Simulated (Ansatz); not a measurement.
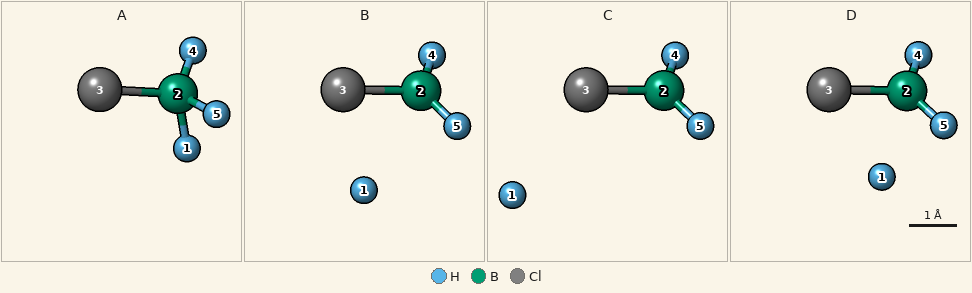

4 geometries from a converged minimum-energy path of BH$_{3}$Cl (multiplicity 2), shuffled. Style: ball-and-stick. Shown at a tilt.

Computed with UKS PBE-D4/6-31G (Ansatz). Settings: 5 movable images; climbing image; force threshold 0.05 eV/Å; iteration limit 60; starting path through a guess of the saddle point.

Which of them lies highest in energy?

Answer. C. In order along the path, whose images run from 0 to 6: A (image 0, 0.0 kJ/mol), D (image 2, +79.0 kJ/mol), B (image 3, +82.2 kJ/mol), C (image 5, +83.6 kJ/mol). Breaking: H1–B2 (1.27 → 4.23 at the top → 4.60 Å).
